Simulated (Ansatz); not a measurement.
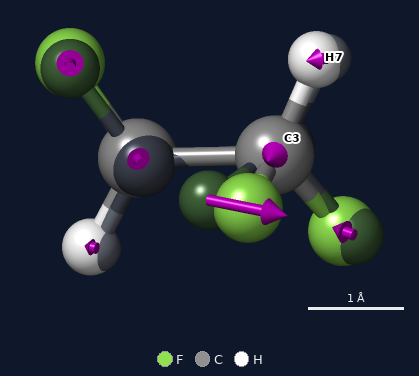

This is a relaxation of C₂H₂F₃ (charge +1). The starting structure is drawn faded, the final one solid; purple arrows show the displacements, magnified 2 times. The two geometries are superimposed by the best rigid fit.

A ball-and-stick model, seen from a free direction.

The run prepares the start of a later molecular dynamics calculation, from a guessed geometry.

Computed with RKS PBE0-D4/def2-SVP in Ansatz.

The input:
```yaml
crystal:
  periodic: [false, false, false]
  atoms:
    - { symbol: F, position_ang: [-1.22542, 1.24214, -0.3248] }
    - { symbol: C, position_ang: [-0.41877, 0.52064, 0.3443] }
    - { symbol: C, position_ang: [0.2028, -0.66323, -0.28775] }
    - { symbol: F, position_ang: [0.80329, -1.52151, 0.43525] }
    - { symbol: F, position_ang: [0.98625, 0.65176, -0.25815] }
    - { symbol: H, position_ang: [-0.36498, 0.718, 1.42615] }
    - { symbol: H, position_ang: [0.01681, -0.9478, -1.33501] }
total_charge: 1
basis:
  gaussian: { orbitals: def2-SVP }
hamiltonian:
  xc: pbe0
  dispersion: d4
relax:
  f_tol: 0.02
  max_steps: 40
```

Command:
```bash
ansatz run input.yaml --threads 1 --pin off --max-ram 2048MiB --backend cpu --events-out ev --progress --plain --runs-dir out
```

Atoms of which element are displaced furthest, and by how much?

Fluorine: up to 0.47 Å, against 0.24 Å for carbon.

What did the optimiser do to the structure, and how much energy did it gain?

The atom that moves furthest after the best rigid fit is F5 (0.47 Å). Largest moves by element: F 0.47 Å, C 0.24 Å, H 0.12 Å. Near-neighbour distances that change, for instance: C2–F5 1.534 → 2.091 Å, C3–F5 1.531 → 1.358 Å, F1–C2 1.272 → 1.232 Å, C3–F4 1.273 → 1.307 Å. Bond angles that change, for instance: C2–C3–F5 61.3° → 93.4°, C2–C3–F4 119.7° → 110.2°, C2–C3–H7 122.8° → 115.4°. The energy falls by 3.25 kcal/mol in 22 accepted moves (25 points after the start). The largest force component goes from 0.98 to 0.017 eV/Å. The line search rejected the trial steps at points 15, 19, 20 of the run. The forces were under the threshold at step 4, but the run went on from there. The run took 74 s on 1 thread of Arm Neoverse V1, with other jobs on the host, peak memory 0.15 GiB.
